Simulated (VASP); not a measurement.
# A VASP study of KRbBr2 (PBEsol): structure first, properties next, part 3 of 3

What structure does KRbBr2 take at this level, and what are its properties? The cell is invented: it takes the structure of a Materials Project entry for KRbCl2 (space group 166 there), with some of its atoms replaced by other elements, volume scaled by an estimate. It may not be a known or stable phase.

VASP 6.6.1; PBEsol; plane waves and PAW (Rb_sv, Br, K_sv); invented cell.

So far, gap on the k-mesh (eV): step 2 (rough relaxation of the start cell) 4.26. The relaxed cell has a = 4.733, c = 23.256 Å (conventional setting).

### Step 6. Density of states (PBEsol)

Here the states are counted by energy and projected on the atoms. The mesh is finer than in the run before.

INCAR reads:

```
SYSTEM = KRbBr2
PREC = Accurate
ENCUT = 400
EDIFF = 1E-06
NELM = 100
ISMEAR = -5
SIGMA = 0.05
LREAL = .FALSE.
ALGO = Normal
GGA = PS
NBANDS = 30
LORBIT = 11
LWAVE = .FALSE.
LCHARG = .FALSE.
KPAR = 2
NEDOS = 2001
```

POSCAR reads:

```
KRbBr2
1.0
    2.3665265569      1.3663149057      7.7519669447
   -2.3665265569      1.3663149057      7.7519669447
    0.0000000000     -2.7326298115      7.7519669447
Rb Br K
1 2 1
Direct
    0.5000000000      0.5000000000      0.5000000000
    0.7459465853      0.7459465853      0.7459465853
    0.2540534147      0.2540534147      0.2540534147
    0.0000000000      0.0000000000      0.0000000000
```

KPOINTS reads:

```
Automatic mesh
0
Gamma
8 8 8
0 0 0
```

The projector-augmented-wave data sets are Rb_sv, Br and K_sv (PBE family, release 64).

The run is started by

```console
$ mpirun -np 2 vasp_std
```

The program printed:

```text
[... set-up lines as in an earlier step ...]
 entering main loop
       N       E                     dE             d eps       ncg     rms          rms(c)
DAV:   1     0.178811834160E+03    0.17881E+03   -0.11418E+04  3908   0.751E+02
DAV:   2     0.112393904254E+01   -0.17769E+03   -0.16810E+03  4940   0.196E+02
DAV:   3    -0.128935724318E+02   -0.14018E+02   -0.13949E+02  6034   0.500E+01
DAV:   4    -0.131711490946E+02   -0.27758E+00   -0.27703E+00  5764   0.635E+00
DAV:   5    -0.131749017230E+02   -0.37526E-02   -0.37524E-02  5514   0.650E-01    0.419E+00
DAV:   6    -0.128173722133E+02    0.35753E+00   -0.40941E-01  4904   0.226E+00    0.297E+00
DAV:   7    -0.127891935689E+02    0.28179E-01   -0.22992E-01  5104   0.176E+00    0.140E+00
DAV:   8    -0.128046274223E+02   -0.15434E-01   -0.34690E-02  5096   0.748E-01    0.201E-01
DAV:   9    -0.128049455288E+02   -0.31811E-03   -0.95535E-04  5424   0.135E-01    0.109E-01
DAV:  10    -0.128060614158E+02   -0.11159E-02   -0.14273E-03  4524   0.142E-01    0.258E-02
DAV:  11    -0.128060901221E+02   -0.28706E-04   -0.41585E-05  6026   0.264E-02    0.113E-02
DAV:  12    -0.128061008590E+02   -0.10737E-04   -0.10389E-05  4554   0.150E-02    0.348E-03
DAV:  13    -0.128061023288E+02   -0.14697E-05   -0.75959E-07  4476   0.363E-03    0.188E-03
DAV:  14    -0.128061031700E+02   -0.84122E-06   -0.10569E-06  4016   0.412E-03
   1 F= -.12806103E+02 E0= -.12806103E+02  d E =0.000000E+00
```

Wall time 9.1 min (2 MPI ranks of AMD EPYC 7571, shared host); peak memory 0.96 GiB; 18 min of CPU time.

OUTCAR, selected parts (step 6):

```text
   k-points           NKPTS =     65   k-points in BZ     NKDIM =     65   number of bands    NBANDS=     30

   NELECT =      32.0000    total number of electrons

 E-fermi :  -1.7701

 k-point     1 :       0.0000    0.0000    0.0000
  band No.  band energies     occupation
    ...
     12      -2.1424      2.00000
     13      -2.1424      2.00000
     14      -1.7804      2.00000
     15      -1.7804      2.00000
     16      -1.7749      2.00000
     17       2.4806      0.00000
     18       4.7892      0.00000
     19       5.4006      0.00000
     20       5.5775      0.00000
     21       5.5775      0.00000
    ...

  Total        0.0011692      0.0011692     -0.0087395      0.0000000      0.0000000      0.0000000
  in kB        0.0124557      0.0124558     -0.0931046      0.0000000      0.0000000      0.0000000
  external PRESSURE =      -0.0227310 kB  Pullay stress =       0.0000000 kB

 POSITION                                       TOTAL-FORCE (eV/Angst)
 -----------------------------------------------------------------------------------
      0.00000     -0.00000     11.62795         0.000000      0.000000      0.000000
      0.00000     -0.00000     17.34766        -0.000000     -0.000000      0.009467
      0.00000     -0.00000      5.90824        -0.000000      0.000000     -0.009467
      0.00000      0.00000      0.00000        -0.000000      0.000000      0.000000
 -----------------------------------------------------------------------------------
    total drift:                                0.000000      0.000000      0.000000

  FREE ENERGIE OF THE ION-ELECTRON SYSTEM (eV)
  ---------------------------------------------------
  free  energy   TOTEN  =       -12.8061031700 eV

  energy  without entropy=      -12.8061031700  energy(sigma->0) =      -12.80610317

[... 8 parts as in an earlier step ...]

[... 8 further parts left out ...]
```

This step gave:

| Property | Result |
| --- | --- |
| irreducible k-points | 65 |
| Fermi energy | -1.770 eV |
| pressure | -0.002273 GPa |

The density of states has structure finer than the step of the table below, so its rows give means over 2 eV, whole bins alone (the curve runs from -12.0 to 8.19 eV). Peaks (eV: height): total -11.1: 56.4, -11.0: 36.1, -8.5: 56.5, -0.3: 32.1; Br p -0.9: 8.88, -0.7: 5.29, -0.3: 18.2; Rb d -0.3: 0.0967, 6.6: 0.321, 7.1: 0.353, 7.4: 0.399; K d -0.3: 0.105, 7.1: 0.415, 7.6: 0.303; Rb p -8.5: 49.2.

States under -12.0 eV and over 8.2 eV are left out; flat bands give spikes narrower than the energy grid, so sums over such rows miss the true count of states. Density of states against energy, zero at the valence-band top; means over each step; values in states/eV/cell:

| energy (eV) | total | Br p | Rb d | K d | Rb p | Br s | K p |
| --- | --- | --- | --- | --- | --- | --- | --- |
| -10 | 0.208 | 1.6e-4 | 2.3e-6 | 0 | 2.9e-4 | 0.0172 | 0.174 |
| -8 | 2.93 | 0.00716 | 2.8e-6 | 9.9e-6 | 2.54 | 0.0209 | 0.00102 |
| -6 | 0 | 0 | 0 | 0 | 0 | 0 | 0 |
| -4 | 0 | 0 | 0 | 0 | 0 | 0 | 0 |
| -2 | 0.125 | 0.0597 | 1.7e-4 | 1.5e-4 | 2.9e-4 | 4.4e-5 | 1.8e-4 |
| 0 | 6.05 | 3.30 | 0.0124 | 0.0121 | 0.0526 | 0.00165 | 0.0312 |
| 2 | 0 | 0 | 0 | 0 | 0 | 0 | 0 |
| 4 | 0.0550 | 0.00223 | 5.1e-5 | 5.3e-5 | 2.6e-4 | 0.00434 | 2.0e-4 |
| 6 | 2.35 | 0.0995 | 0.116 | 0.0706 | 0.0267 | 0.0610 | 0.0213 |

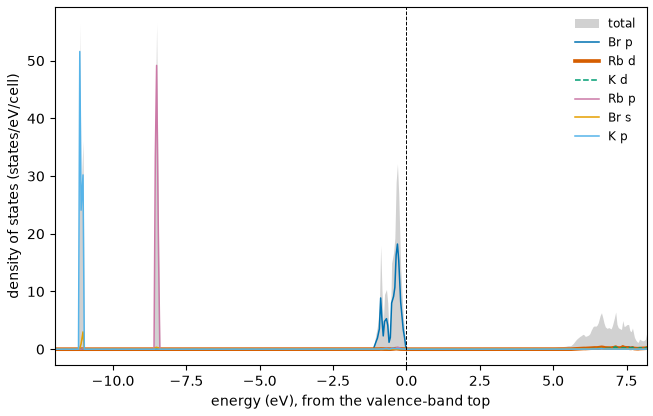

Density of states, plotted against energy.

The gap on this mesh is 4.26 eV. In the top eV of the valence band the largest shares in the PAW spheres are Br p 55 %. The rest lies in smaller channels or between the spheres.

### Step 7. Elastic constants (PBEsol)

IBRION = 6 with ISIF = 3 strains the cell both ways at fixed fractional positions, and adds the ions' share afterwards from the force constants. Stress converges slowly with the basis, so the cutoff is raised.

INCAR reads:

```
SYSTEM = KRbBr2
PREC = Accurate
ENCUT = 500
EDIFF = 1E-07
NELM = 100
ISMEAR = 0
SIGMA = 0.05
LREAL = .FALSE.
ALGO = Normal
GGA = PS
NBANDS = 22
LORBIT = 11
LWAVE = .FALSE.
LCHARG = .FALSE.
KPAR = 2
IBRION = 6
NFREE = 2
POTIM = 0.015
ISIF = 3
NSW = 1
```

POSCAR is that of step 6.

KPOINTS reads:

```
Automatic mesh
0
Gamma
6 6 6
0 0 0
```

The run is started by

```console
$ mpirun -np 2 vasp_std
```

The program printed:

```text
[... set-up lines as in an earlier step ...]
 entering main loop
       N       E                     dE             d eps       ncg     rms          rms(c)
DAV:   1     0.213903219940E+03    0.21390E+03   -0.13347E+04  1408   0.122E+03
DAV:   2     0.375361561821E+01   -0.21015E+03   -0.20042E+03  1936   0.265E+02
DAV:   3    -0.128079145791E+02   -0.16562E+02   -0.16504E+02  2232   0.705E+01
DAV:   4    -0.131669878255E+02   -0.35907E+00   -0.35847E+00  2042   0.100E+01
[...]
DAV:  13    -0.128067359645E+02   -0.21164E-05   -0.21680E-06  2048   0.725E-03    0.235E-03
DAV:  14    -0.128067364804E+02   -0.51587E-06   -0.76692E-07  1720   0.494E-03    0.732E-04
DAV:  15    -0.128067364077E+02    0.72618E-07   -0.60045E-08  1280   0.156E-03
   1 F= -.12806736E+02 E0= -.12806736E+02  d E =-.505929E-21
[... from here on, the cycles between the ionic steps are left out ...]
   2 F= -.12804548E+02 E0= -.12804548E+02  d E =-.755690E-18
   3 F= -.12803794E+02 E0= -.12803794E+02  d E =-.275561E-13
   4 F= -.12804566E+02 E0= -.12804566E+02  d E =-.113897E-17
   5 F= -.12803806E+02 E0= -.12803806E+02  d E =-.554134E-14
   6 F= -.12804724E+02 E0= -.12804724E+02  d E =-.521088E-18
   7 F= -.12804312E+02 E0= -.12804312E+02  d E =-.628468E-12
 Finite differences progress:
  Degree of freedom:   3/ 12
  Displacement:        2/  2
  Total:               6/ 24
[...]
N       E                     dE             d eps       ncg     rms          rms(c)
DAV:   1    -0.128743762494E+02   -0.70065E-01   -0.32280E+00  5552   0.109E+01    0.144E+00
DAV:   2    -0.128242873777E+02    0.50089E-01   -0.86250E-02  6814   0.182E+00    0.718E-01
DAV:   3    -0.128060994096E+02    0.18188E-01   -0.47957E-02  7496   0.127E+00    0.378E-01
DAV:   4    -0.128060670501E+02    0.32360E-04   -0.20108E-03  6688   0.231E-01    0.159E-01
 hard stop encountered!  aborting job ...
 -----------------------------------------------------------------------------
|                                                                             |
|           W    W    AA    RRRRR   N    N  II  N    N   GGGG   !!!           |
|           W    W   A  A   R    R  NN   N  II  NN   N  G    G  !!!           |
|           W    W  A    A  R    R  N N  N  II  N N  N  G       !!!           |
|           W WW W  AAAAAA  RRRRR   N  N N  II  N  N N  G  GGG   !            |
|           WW  WW  A    A  R   R   N   NN  II  N   NN  G    G                |
|           W    W  A    A  R    R  N    N  II  N    N   GGGG   !!!           |
|                                                                             |
|     The electronic self-consistency was not achieved in the given           |
|     number of steps (NELM). The forces and other quantities evaluated       |
|     might not be reliable so examine the results carefully. If you find     |
|     spurious results, we suggest increasing NELM, if you were close to      |
|     convergence or switching to a different ALGO or adjusting the           |
|     density mixing parameters otherwise.                                    |
|                                                                             |
 -----------------------------------------------------------------------------

 soft stop encountered!  aborting job ...
```

The job ended after 52 min (2 MPI ranks).

The run was stopped at its time limit, by a STOPCAR file.

More ranks or a longer limit would be the way on.

### Step 8. What came out

* relaxed volume: 37.60 Å³/atom
* relaxed conventional cell a, b, c: 4.733, 4.733, 23.256 Å; angles 90.0, 90.0, 120.0°
* space group after relaxing, within 0.02 Å: R-3m (No. 166)
* band gap: 4.26 eV, direct
* gap among the points of the DOS mesh alone, an upper bound: 4.26 eV

With PBEsol, KRbBr2 relaxes to 37.60 Å³/atom in space group R-3m (held by the symmetry of the run) and has a direct gap of 4.26 eV. Not obtained: elastic constants (PBEsol), because the run hit its time limit. Bands along the symmetry lines (PBEsol): On this path the gap is direct, 4.26 eV, with the valence top at Γ and the conduction bottom at Γ. Semilocal functionals usually underestimate gaps. Spin-orbit coupling is left out; it would split some degenerate bands. No search among competing phases was made. All values are for a static lattice at zero temperature.

[Lines on the potential files, build, host, timing and source positions are cut from VASP's logs without a mark.]

[Logs are printed without paths, hosts, clocks, repeated set-up lines and the standing remarks that a program may print on its own settings, such as how far it seeks lower states.]

[Hosts, paths, dates, database ids (printed as entryN), source tags and the programs' standing remarks are cut or masked in the printed files.]

[A measured line is paired with the nearest computed mode of its activity, which favours agreement.]
